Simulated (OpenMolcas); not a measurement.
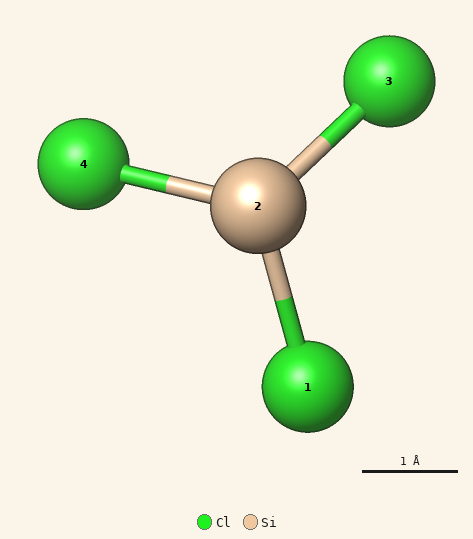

Figure 1. The structure (ball-and-stick view, seen at a tilt; atoms are numbered from 1 in the order of the input). Bond lengths as drawn: Cl–Si 2.04 Å.

SiCl3: single-point calculation (part 1 of 2)

- system: SiCl3, multiplicity 4
- method: BHLYP/aug-cc-pVDZ, UKS (OpenMolcas 26.06)

The geometry is that of the parent species in another charge or spin state. The geometry comes from this level: PBE0-D4/def2-TZVP.

## Input file
```
&gateway
baslib
$CurrDir
coord
struct.xyz
basis
aug-cc-pVDZ
group
NoSym
&seward
gridinput
Grid=UltraFine
End of Grid
&scf
uhf
spin
4
ksdft
HYB_GGA_XC_BHANDHLYP
thresholds
1e-10 1e-07 1e-07 1e-05
prorbitals
1 1
```

## File struct.xyz
```
4

Cl    -1.524800    -0.591600     1.030100
Si     0.116100     0.389400     0.310600
Cl     1.694700    -0.903800     0.219000
Cl    -0.286000     1.105900    -1.559700
```

Launched with:
```bash
export MOLCAS_MEM=1860
pymolcas calc.input > calc.log
```

## Log
```
--- Start Module: gateway ---

                                              &GATEWAY

                       available to each process: 1.9 GB of memory, 1 thread

 Basis Set     1 Label: CL.AUG-CC-PVDZ
 Basis set is read from library:.
 basistype.tbl is not found

 Basis Set     2 Label: SI.AUG-CC-PVDZ
 Basis set is read from library:.
 basistype.tbl is not found

 Basis Set     3 Label: CL.AUG-CC-PVDZ
 Basis set is read from library:.
 basistype.tbl is not found

++    Symmetry information:
      ---------------------

                    Character Table for C1

                             E
                    a        1  x, y, xy, Rz, z, xz, Ry, yz, Rx, I
--

++    Basis set information:
      ----------------------

      Basis set label: CL.AUG-CC-PVDZ.........

      Electronic valence basis set:
      ------------------
      Associated Effective Charge  17.000000 au
      Associated Actual Charge     17.000000 au
      Nuclear Model: Point charge

      Shell  nPrim  nBasis  Cartesian Spherical Contaminant
         s      13       5        X
         p       9       4        X
         d       2       2                 X

      Basis set label: SI.AUG-CC-PVDZ.........

      Electronic valence basis set:
      ------------------
      Associated Effective Charge  14.000000 au
      Associated Actual Charge     14.000000 au
      Nuclear Model: Point charge

      Shell  nPrim  nBasis  Cartesian Spherical Contaminant
         s      13       5        X
         p       9       4        X
         d       2       2                 X

      Basis set label: CL.AUG-CC-PVDZ.........

      Electronic valence basis set:
      ------------------
      Associated Effective Charge  17.000000 au
      Associated Actual Charge     17.000000 au
      Nuclear Model: Point charge

      Shell  nPrim  nBasis  Cartesian Spherical Contaminant
         s      13       5        X
         p       9       4        X
         d       2       2                 X
--

++    Molecular structure info:
      -------------------------

                    ************************************************
                    **** Cartesian Coordinates / bohr, angstrom ****
                    ************************************************

     Center  Label                x              y              z                     x              y              z
        1      CL1             -2.881454      -1.117962       1.946607             -1.524800      -0.591600       1.030100
        2      SI2              0.219397       0.735859       0.586949              0.116100       0.389400       0.310600
        3      CL3              3.202519      -1.707934       0.413850              1.694700      -0.903800       0.219000
        4      CL4             -0.540462       2.089848      -2.947406             -0.286000       1.105900      -1.559700

                    ***************************************
                    *    InterNuclear Distances / bohr    *
                    ***************************************

               1 CL1           2 SI2           3 CL3           4 CL4
    1 CL1      0.000000
    2 SI2      3.860130        0.000000
    3 CL3      6.301757        3.860195        0.000000
    4 CL4      6.302512        3.860354        6.303261        0.000000

                    *******************************************
                    *    InterNuclear Distances / angstrom    *
                    *******************************************

               1 CL1           2 SI2           3 CL3           4 CL4
    1 CL1      0.000000
    2 SI2      2.042693        0.000000
    3 CL3      3.334746        2.042727        0.000000
    4 CL4      3.335146        2.042811        3.335542        0.000000
--

            Nuclear Potential Energy            322.52748703 au

--- Stop Module: gateway /rc=_RC_ALL_IS_WELL_ ---

--- Start Module: seward ---

                                              &SEWARD

                       available to each process: 1.9 GB of memory, 1 thread

               SEWARD will generate:
                  Multipole Moment integrals up to order  2
                  Kinetic Energy integrals
                  Nuclear Attraction integrals (point charge)
                  One-Electron Hamiltonian integrals
                  Velocity integrals
                  Orbital angular momentum around ( -0.0115  -0.0388  -0.0309 )
                  Velocity quadrupole around ( -0.0115  -0.0388  -0.0309 )
                  Two-Electron Repulsion integrals

                   Integrals are discarded if absolute value <: 1.00E-14
                   Integral cutoff threshold is set to       <: 1.00E-16

            Nuclear Potential Energy            322.52748703 au

      Basis set specifications :
      Symmetry species         a
      Basis functions          108

--- Stop Module: seward /rc=_RC_ALL_IS_WELL_ ---
--- Module seward spent 3 seconds ---

--- Start Module: scf ---

                                                &SCF

                       available to each process: 1.9 GB of memory, 1 thread

++    Input section:
      --------------

      Header of the integral files:

      Cartesian coordinates in angstrom:
      -----------------------------------------------------
      No.  Label        X            Y            Z
      -----------------------------------------------------
       1   CL1       -1.52480000  -0.59160000   1.03010000
       2   SI2        0.11610000   0.38940000   0.31060000
       3   CL3        1.69470000  -0.90380000   0.21900000
       4   CL4       -0.28600000   1.10590000  -1.55970000
      -----------------------------------------------------
      Nuclear repulsion energy =  322.52748703
--

++    Orbital specifications:
      -----------------------

      Symmetry species               1
                                     a
      Frozen orbitals                0
      Start temperature = 0.500
      End temperature   = 0.010
      Temperature Factor= 0.460
      Deleted orbitals               0
      Total number of orbitals     108
      Number of basis functions    108
--

      Molecular charge                           0.000

      Numerical integration parameters
      --------------------------------
      Radial quadrature type:                         MHL
      Size of radial grid:                            99
      Lebedev angular grid:                           41
      Angular grid pruned with the crowding factor:  1.00E+10
                                 and fading factor:  1.00E+01
      Screening threshold for integral computation:   1.00E-11
      Radial quadrature accuracy:                     1.00E-25
      Maximum batch size:                             128
      AO values are stored on disk
      The same grid will be used for all iterations.

      DFT functional specifications
      -----------------------------
      Using Libxc version: 6.2.2
      Please cite the following reference:
      S. Lehtola, C. Steigemann, M. J.T. Oliveira, and M. A.L. Marques.,  SoftwareX 7, 1–5 (2018) doi:10.1016/j.softx.2017.11.002

      * BHandHLYP
        - Defined through Gaussian implementation. doi:

++    Optimization specifications:
      ----------------------------

      SCF Algorithm: Conventional USCF
      D(i)-D(i-1) density differences are used
      Number of density matrices in core                 5
      Maximum number of NDDO SCF iterations            400
      Maximum number of HF SCF iterations              400
      Threshold for SCF energy change             1.00E-10
      Threshold for density matrix                1.00E-07
      Threshold for Fock matrix                   1.00E-07
      Threshold for linear dependence             1.00E-09
      Threshold at which DIIS is turned on        1.50E-01
      Maximum depth in the DIIS procedure                5
      Maximum depth in the BFGS Hessian update          30
      Threshold at which QNR/C2DIIS is turned on  7.50E-02
      Threshold for Norm(delta) (QNR/C2DIIS)      1.00E-05
      All orbitals punched on: UHFORB
--

      Input vectors read from INPORB
      Orbital file label: *Guess orbitals

++ Convergence information
                               UHF [...]      iterations: Energy and convergence statistics

Iter     Tot. [...]      One-elec.       Two-elec.     Energy      Max Dij or  Max Fij      DNorm      TNorm      AccCon     Time
         Energy          Energy          Energy        Change      Delta Norm                                                in Sec.

 The total and one-electron energies are shifted by a value of      1000. a.u.

   1  -667.542681702 -2000.683352240  1010.613183506   0.00E+00    2.68E-01*   2.92E-01*    1.44E+01   2.80E+02   None         2.
   2  -664.514815072 -1951.851012689   964.808710585   3.03E+00*   2.68E-01*   1.40E-13     5.45E+01   2.73E+02   EDIIS        2.
   3  -668.458487036 -1987.673029204   996.687055136  -3.94E+00*   5.24E-01*   1.88E-01*    1.57E+01   2.77E+02   EDIIS        2.
   4  -668.643079312 -2010.119689587  1018.949123243  -1.85E-01*   1.80E-01*   1.84E-01*    1.66E+01   2.82E+02   EDIIS        2.
   5  -669.694889830 -1999.718982438  1007.496605575  -1.05E+00*   3.14E-01*   1.07E-01*    5.64E+00   2.79E+02   EDIIS        2.
   6  -669.697305689 -2005.180100707  1012.955307985  -2.42E-03*   6.74E-02*   7.40E-02*    5.92E+00   2.81E+02   EDIIS        2.
   7  -669.914888809 -2002.790277733  1010.347901892  -2.18E-01*   1.04E-01*   1.36E-02*    3.63E+00   2.80E+02   EDIIS        2.
   8  -669.920330610 -2003.249920029  1010.802102388  -5.44E-03*   4.21E-02*   1.42E-02*    1.38E+00   2.80E+02   EDIIS        2.

       Fermi aufbau procedure completed!
      nOcc(alpha)=   34
      nOcc(beta) =   31

   9  -669.921048336 -2003.063488470  1010.614953101  -7.18E-04*   4.47E-02*   7.31E-03*    5.86E-01   2.80E+02   c2DIIS       2.
  10  -669.922466282 -2003.294689022  1010.844735707  -1.42E-03*   3.38E-02*   1.51E-03*    4.53E-01   2.80E+02   QNRc2DIIS    2.
  11  -669.922551078 -2003.283035740  1010.832997630  -8.48E-05*   5.32E-02*   1.09E-03*    2.28E-01   2.80E+02   QNRc2DIIS    2.
  12  -669.922587452 -2003.367596725  1010.917522241  -3.64E-05*   1.08E-02*   6.23E-04*    3.59E-01   2.80E+02   QNRc2DIIS    2.
  13  -669.922592592 -2003.378405417  1010.928325793  -5.14E-06*   5.20E-03*   4.36E-04*    2.68E-02   2.80E+02   QNRc2DIIS    2.
  14  -669.922596289 -2003.363181563  1010.913098242  -3.70E-06*   7.40E-03*   1.72E-04*    2.41E-02   2.80E+02   QNRc2DIIS    2.
  15  -669.922597259 -2003.358464535  1010.908380244  -9.70E-07*   6.36E-04*   8.98E-05*    3.77E-02   2.80E+02   QNRc2DIIS    2.
  16  -669.922597402 -2003.360629546  1010.910545112  -1.43E-07*   1.12E-03*   3.26E-05*    2.65E-03   2.80E+02   QNRc2DIIS    2.
  17  -669.922597459 -2003.361326271  1010.911241780  -5.68E-08*   5.91E-04*   2.35E-05*    3.54E-03   2.80E+02   QNRc2DIIS    2.
  18  -669.922597469 -2003.361381525  1010.911297024  -1.03E-08*   4.65E-04*   1.92E-05*    1.49E-03   2.80E+02   QNRc2DIIS    2.
  19  -669.922597481 -2003.361377054  1010.911292541  -1.15E-08*   9.22E-04*   2.31E-05*    1.26E-03   2.80E+02   QNRc2DIIS    2.
  20  -669.922597495 -2003.361305573  1010.911221046  -1.41E-08*   1.19E-03*   3.84E-05*    2.37E-03   2.80E+02   QNRc2DIIS    2.
  21  -669.922597522 -2003.361325909  1010.911241356  -2.67E-08*   4.74E-03*   4.95E-05*    3.05E-03   2.80E+02   QNRc2DIIS    2.
  22  -669.922597547 -2003.361603418  1010.911518839  -2.52E-08*   1.37E-02*   8.90E-05*    1.27E-02   2.80E+02   QNRc2DIIS    2.
  23  -669.922597296 -2003.361176267  1010.911091939   2.51E-07*   2.30E-03*   2.41E-05*    3.20E-02   2.80E+02   QNRc2DIIS    2.
  24  -669.922597296 -2003.360883571  1010.910799243  -3.35E-10*   2.83E-03*   2.77E-06*    5.24E-03   2.80E+02   QNRc2DIIS    2.
  25  -669.922597294 -2003.361450232  1010.911365906   2.54E-09*   3.45E-04*   2.87E-05*    6.53E-03   2.80E+02   QNRc2DIIS    2.
  26  -669.922597294 -2003.361364479  1010.911280152  -5.97E-10*   1.38E-05*   2.50E-05*    7.94E-04   2.80E+02   QNRc2DIIS    2.
  27  -669.922597294 -2003.361376590  1010.911292264   3.23E-11*   1.95E-04*   2.51E-05*    3.28E-05   2.80E+02   QNRc2DIIS    2.
  28  -669.922597295 -2003.361355740  1010.911271413  -3.66E-10*   1.34E-04*   2.33E-05*    4.51E-04   2.80E+02   QNRc2DIIS    2.
  29  -669.922597295 -2003.361348485  1010.911264158  -2.09E-10*   9.44E-04*   2.17E-05*    3.12E-04   2.80E+02   QNRc2DIIS    2.
  30  -669.922597296 -2003.361224302  1010.911139974  -1.06E-09*   1.81E-04*   1.18E-05*    2.16E-03   2.80E+02   QNRc2DIIS    2.
  31  -669.922597296 -2003.361097702  1010.911013374  -9.82E-11    2.57E-04*   1.35E-05*    3.43E-04   2.80E+02   QNRc2DIIS    2.
  32  -669.922597296 -2003.361158349  1010.911074021  -2.72E-10*   7.66E-04*   1.11E-05*    6.01E-04   2.80E+02   QNRc2DIIS    2.
  33  -669.922597297 -2003.361003133  1010.910918804  -7.61E-10*   1.82E-04*   3.71E-06*    1.90E-03   2.80E+02   QNRc2DIIS    2.
  34  -669.922597297 -2003.360955000  1010.910870671  -8.14E-11    1.92E-04*   1.98E-06*    4.54E-04   2.80E+02   QNRc2DIIS    2.
  35  -669.922597297 -2003.360919445  1010.910835116  -2.46E-11    7.83E-05*   3.55E-07*    4.57E-04   2.80E+02   QNRc2DIIS    2.
  36  -669.922597297 -2003.360961570  1010.910877241   6.37E-12*   2.85E-05*   8.99E-07*    1.85E-04   2.80E+02   QNRc2DIIS    2.
  37  -669.922597297 -2003.360948902  1010.910864572  -3.18E-12    6.18E-05*   6.07E-07*    6.82E-05   2.80E+02   QNRc2DIIS    2.
  38  -669.922597297 -2003.360935785  1010.910851456  -6.37E-12    4.08E-05*   2.32E-07*    1.47E-04   2.80E+02   QNRc2DIIS    2.
  39  -669.922597297 -2003.360927380  1010.910843050   9.09E-13*   5.83E-05*   4.13E-07*    9.32E-05   2.80E+02   QNRc2DIIS    2.
  40  -669.922597297 -2003.360952004  1010.910867675  -1.18E-11    2.83E-05*   2.17E-07*    9.48E-05   2.80E+02   QNRc2DIIS    2.
  41  -669.922597297 -2003.360910354  1010.910826025   8.64E-12*   4.68E-06    5.10E-07*    6.85E-05   2.80E+02   QNRc2DIIS    2.
  42  -669.922597297 -2003.360920091  1010.910835761  -9.09E-12    7.95E-06    5.54E-07*    8.62E-06   2.80E+02   QNRc2DIIS    2.
  43  -669.922597297 -2003.360930831  1010.910846502   1.36E-12*   4.63E-06    5.95E-07*    1.49E-05   2.80E+02   QNRc2DIIS    2.
  44  -669.922597297 -2003.360922103  1010.910837774   6.82E-12*   9.86E-06    4.95E-07*    1.21E-05   2.80E+02   QNRc2DIIS    2.
  45  -669.922597297 -2003.360925882  1010.910841553  -9.55E-12    8.67E-06    5.97E-07*    2.91E-05   2.80E+02   QNRc2DIIS    2.
  46  -669.922597297 -2003.360933828  1010.910849498  -2.27E-12    4.94E-06    4.25E-07*    1.97E-05   2.80E+02   QNRc2DIIS    2.
  47  -669.922597297 -2003.360931305  1010.910846976   3.18E-12*   2.38E-06    5.17E-07*    9.24E-06   2.80E+02   QNRc2DIIS    2.
  48  -669.922597297 -2003.360929907  1010.910845578  -2.73E-12    6.34E-06    4.98E-07*    5.01E-06   2.80E+02   QNRc2DIIS    2.
  49  -669.922597297 -2003.360931477  1010.910847148  -1.27E-11    5.28E-06    1.83E-07*    1.29E-05   2.80E+02   QNRc2DIIS    2.
  50  -669.922597297 -2003.360926743  1010.910842414   1.23E-11*   1.88E-05*   3.63E-07*    8.98E-06   2.80E+02   QNRc2DIIS    2.
  51  -669.922597297 -2003.360929139  1010.910844810  -2.27E-12    2.33E-05*   8.42E-07*    3.94E-05   2.80E+02   QNRc2DIIS    2.
  52  -669.922597297 -2003.360936589  1010.910852260  -9.09E-13    2.19E-05*   8.87E-07*    4.64E-05   2.80E+02   QNRc2DIIS    2.
  53  -669.922597297 -2003.360948796  1010.910864467  -3.18E-12    4.52E-05*   5.71E-07*    4.55E-05   2.80E+02   QNRc2DIIS    2.
  54  -669.922597297 -2003.360930064  1010.910845734   0.00E+00    3.49E-06    3.66E-07*    8.49E-05   2.80E+02   QNRc2DIIS    2.
  55  -669.922597297 -2003.360929571  1010.910845242  -1.82E-12    6.13E-05*   4.52E-07*    7.74E-06   2.80E+02   QNRc2DIIS    2.
  56  -669.922597297 -2003.360935958  1010.910851629   1.55E-11*   7.32E-06    3.63E-07*    1.35E-04   2.80E+02   QNRc2DIIS    2.
  57  -669.922597297 -2003.360920109  1010.910835780   4.09E-12*   1.60E-05*   4.30E-07*    1.75E-05   2.80E+02   QNRc2DIIS    2.
```
